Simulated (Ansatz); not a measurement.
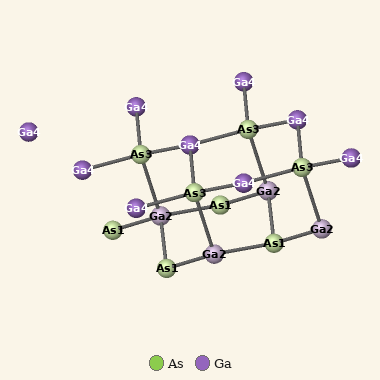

The system is O on a GaAs(111) slab cut from the F-43m phase, its upper half relaxed before the scan (4 atoms of substrate and one adsorbate in a 1 × 1 cell); the picture shows it without the atoms that are moved over the map. O is moved over the surface cell; relaxed at each place: the height of the adsorbate's atoms; substrate rigid; the origin of the map has the adsorbate above Ga4. Places are given modulo a cell vector. The map is drawn in real space over the plane of the surface. Grid: 9 × 9 points; 17 points were computed and 62 follow by symmetry. At 2 points there is no value. All energies are given in eV relative to the lowest grid point. Energies and slopes of some neighbouring points disagree (a jump in structure or state, or too coarse a mesh). The magnetic moment jumps between some neighbouring points. With one adsorbate in each 1 × 1 cell, its nearest image is 4.1 Å away, so neighbouring adsorbates interact. Level of theory: DFT PBE, scalar-relativistic, plane waves, PAW in Ansatz. Settings: cutoff 420 eV, k-mesh 9×9×1, gaussian smearing 0.05 eV, spin-polarised.

Range: position of O5 along the first surface vector from 0.000 to 0.889; position of O5 along the second surface vector from 0.000 to 0.889.

### What will the energy surface look like?

The lowest grid point is at (4/9, 2/9) of the cell vectors [nearest 1 As at 1.86 Å and 1 Ga at 1.90 Å]. The same energy is found at (7/9, 2/9) of the cell vectors [nearest 1 As at 1.86 Å and 1 Ga at 1.90 Å]; (7/9, 5/9) of the cell vectors [nearest 1 As at 1.86 Å and 1 Ga at 1.90 Å]. The highest grid point, the top site over a surface Ga atom, (0/9, 0/9) of the cell vectors, lies 1.39 eV above the lowest. At the lowest point the adsorbate has 1 As at 1.86 Å and 1 Ga at 1.90 Å as nearest neighbours, at the highest 1 Ga at 1.80 Å. Its relaxed height above the top atom is 1.08 Å at the lowest and 1.80 Å at the highest point.

| second ↓, first → | 0/9 | 1/9 | 2/9 | 3/9 | 4/9 | 5/9 | 6/9 | 7/9 | 8/9 |
| --- | --- | --- | --- | --- | --- | --- | --- | --- | --- |
| 8/9 | 1.38 | 1.36 | 1.27 | 0.73 | 0.70 | 0.73 | 1.27 | 1.36 | 1.38 |
| 7/9 | 1.19 | 1.27 | 1.29 | 1.25 | 1.25 | 1.29 | 1.27 | 1.19 | 1.17 |
| 6/9 | 0.46 | 0.73 | 1.25 | – | 1.25 | 0.73 | 0.46 | 0.38 | 0.38 |
| 5/9 | 0.29 | 0.70 | 1.25 | 1.25 | 0.70 | 0.29 | 0.05 | 0.00 | 0.05 |
| 4/9 | 0.29 | 0.73 | 1.29 | 0.73 | 0.29 | 0.55 | 0.80 | 0.80 | 0.55 |
| 3/9 | 0.46 | 1.27 | 1.27 | 0.46 | 0.05 | 0.80 | – | 0.80 | 0.05 |
| 2/9 | 1.19 | 1.36 | 1.19 | 0.38 | 0.00 | 0.80 | 0.80 | 0.00 | 0.38 |
| 1/9 | 1.38 | 1.38 | 1.17 | 0.38 | 0.05 | 0.55 | 0.05 | 0.38 | 1.17 |
| 0/9 | 1.39 | 1.38 | 1.19 | 0.46 | 0.29 | 0.29 | 0.46 | 1.19 | 1.38 |

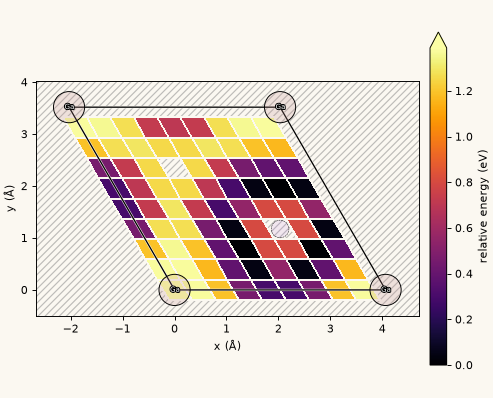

In the figure: one coloured cell a grid point, labelled circles for the atoms of the top layer and small ones for the second layer, the outline of one cell of the plane, one colour for all values above the top of the scale, hatched blanks where no value was computed.

Time for the 17 points that were run: 89 min on 2 threads of Arm Neoverse V1, on a shared host.

PAW datasets: the set soft_1.
